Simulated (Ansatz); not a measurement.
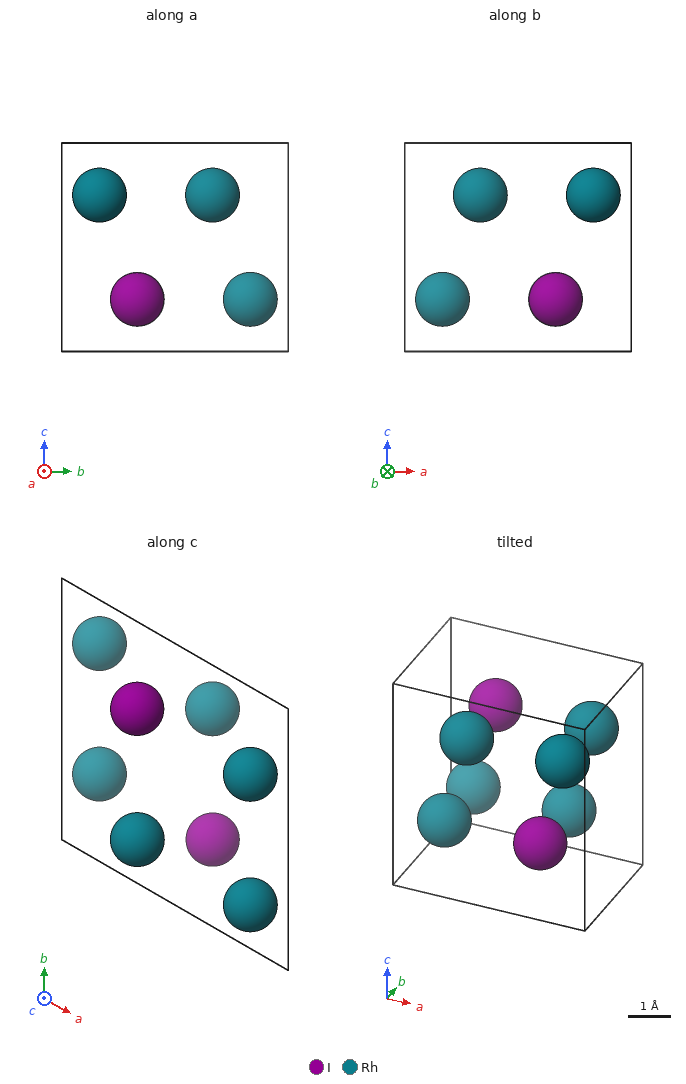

An orthographic spheres-only view of the structure, along the a axis, along the b axis, along the c axis and slightly off an axis. Atoms at the boundary of the conventional unit cell (the box) are drawn once for each face, edge or corner they touch.

Lattice parameters: a = 6.289 Å, b = 6.289 Å, c = 5.014 Å, α = 90.00°, β = 90.00°, γ = 120.00°. Put a along x and b in the xy plane.

**Convert the drawing into a POSCAR file.**

```
I Rh
1.0
     6.289    0.000    0.000
    -3.145    5.447    0.000
     0.000    0.000    5.014
I Rh
2 6
Direct
  0.3333 0.6667 0.7500
  0.6667 0.3333 0.2500
  0.8330 0.6660 0.7500
  0.1670 0.8330 0.2500
  0.3340 0.1670 0.7500
  0.1670 0.3340 0.2500
  0.8330 0.1670 0.7500
  0.6660 0.8330 0.2500
```

Note that this is a generated cell, made by putting these elements into a known structure type (the compound may or may not exist in this form), and that it hasn't been relaxed. An electronic-structure calculation with Ansatz was run on it.

At this level of theory the cell isn't at rest (stretched, at -21 GPa), so its distances can differ from those at equilibrium, the more so the softer the solid.
